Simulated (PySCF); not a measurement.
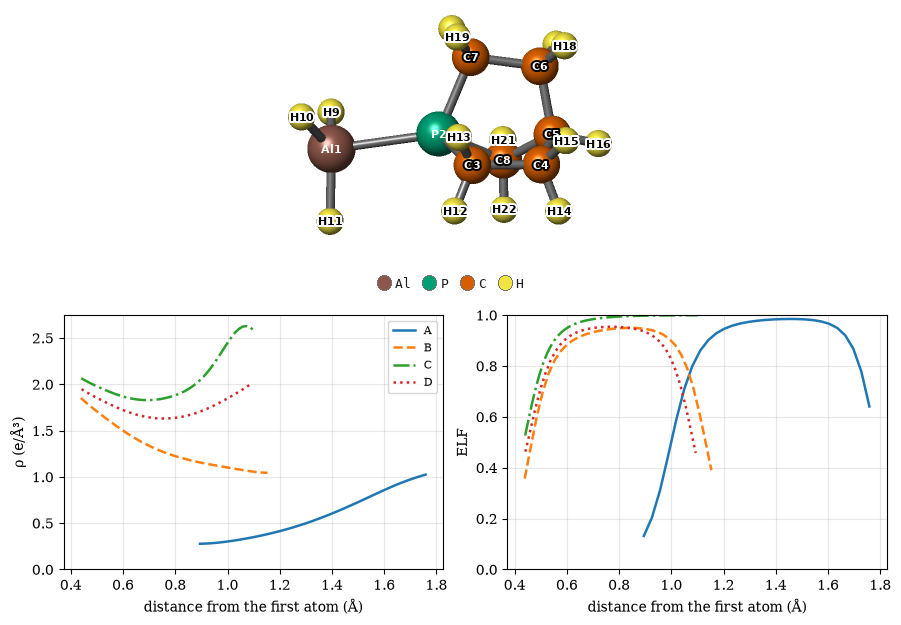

Figure 1: C₆H₁₄AlP. Electron density and electron localisation function along straight lines between neighbouring atoms. The curves leave out the atomic cores. The structure is drawn too.

Geometry: PBE0-D3(BJ)/def2-SVP.

Method: PySCF 2.14.0, B3LYP/def2-SVPD, SCF density, gas phase.

Input file:

```
{"job": {"kind": "uv", "xc": "B3LYP", "basis": "def2-SVPD", "ip": true}, "charge": 0, "multiplicity": 1}
Al     2.930426    -0.336638    -1.489193
P      0.740236    -0.253369    -0.355743
C      0.356467     0.983462     0.962935
C     -1.190975     1.005566     1.040294
C     -1.735749    -0.063448     0.077269
C     -1.454823    -1.473873     0.622972
C      0.066130    -1.743104     0.505599
C     -0.876805     0.057944    -1.187650
H      2.628036    -1.572856    -2.471576
H      3.856285    -0.616909    -0.205630
H      2.952710     1.141602    -2.118245
H      0.783642     1.957986     0.684630
H      0.842596     0.673078     1.899221
H     -1.565603     1.996221     0.740863
H     -1.547167     0.826279     2.066026
H     -2.809666     0.084332    -0.116511
H     -2.012444    -2.215751     0.031434
H     -1.803400    -1.567676     1.662608
H      0.572502    -1.858010     1.474998
H      0.297284    -2.639975    -0.087515
H     -1.092572    -0.705190    -1.950303
H     -0.906527     1.053390    -1.655128
```

Launched as:

```sh
OMP_NUM_THREADS=1 python probes_run.py task.json out
```

Which curve belongs to which contact (Al–P, C–C, C–H and C–P)? The first atom named is at distance zero.

Curve A: Al–P (2.47 Å): ρ is about 0.44 e/Å³ halfway; the ELF peaks at about 1 between the atoms, as expected for a covalent bond. Curve B: C–P (1.84 Å): the density is about 1.1 e/Å³ at the midpoint; the ELF peaks at about 0.95 between the atoms: a shared electron pair. Curve C: C–H (1.10 Å): the density is about 1.9 e/Å³ at the midpoint; the ELF climbs to about 1 towards the hydrogen, as it does in any bond to H (a covalent bond by its length). Curve D: C–C (1.53 Å): ρ at the midpoint is about 1.6 e/Å³; the ELF peaks at about 0.95 between the atoms: a shared electron pair.
